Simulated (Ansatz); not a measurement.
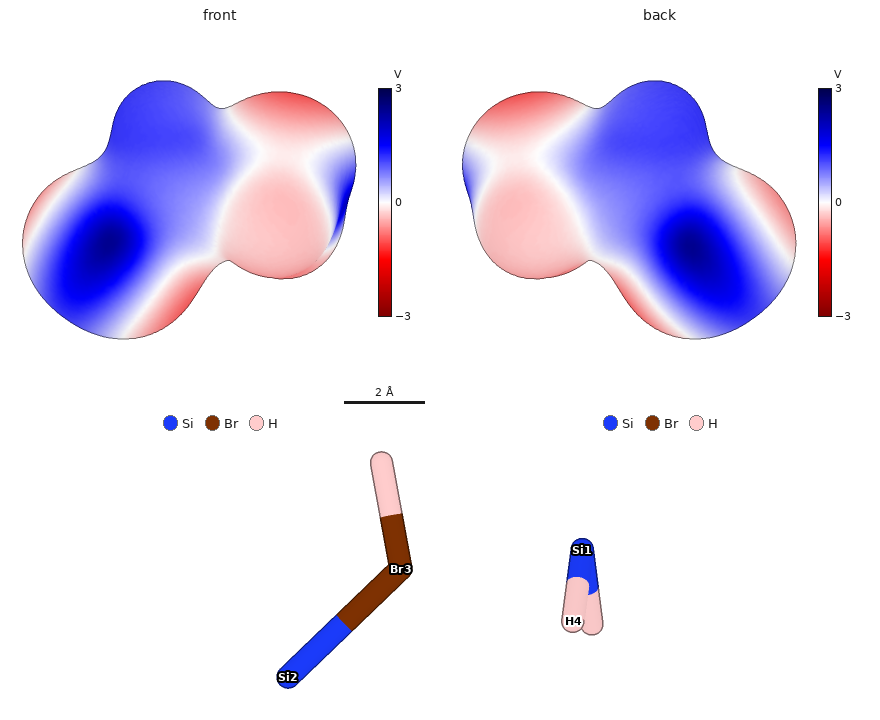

The picture shows: BrH₃Si₂. The molecular electrostatic potential painted on the density surface at 0.002 e/bohr³, seen from the front and from behind; red is negative and blue positive. The bare structure is drawn below in the same view.

Geometry: PBE0-D4/def2-TZVP.

Method: RKS PBE0-D4/def2-TZVPP (Ansatz).

The calculation's input:

```
crystal:
  periodic: [false, false, false]
  atoms:
    - {symbol: Si, position_ang: [-1.004792, 1.015135, -0.942823]}
    - {symbol: Si, position_ang: [1.415659, -2.132616, 1.483216]}
    - {symbol: Br, position_ang: [0.821800, -0.133471, 0.601178]}
    - {symbol: H, position_ang: [-0.808601, -0.173069, -1.874912]}
    - {symbol: H, position_ang: [-2.032809, 0.269143, -0.102246]}
    - {symbol: H, position_ang: [1.620169, 1.173886, 0.849464]}
basis:
  gaussian: {orbitals: def2-TZVPP}
hamiltonian: {xc: pbe0, dispersion: d4}
output: {orbitals: {seedname: orbitals}}
```

Command:

```sh
ansatz run in.yaml --threads 2 --pin off --events-out ev --progress --plain --max-ram 4352MiB
```

Q: Which sites attract a positive test charge, and which a negative one?

A: A positive charge is drawn to the negative regions and a negative charge to the positive ones. The most negative region (about −1.0 V) lies over Si1, the most positive (about +2.3 V) over Si2.
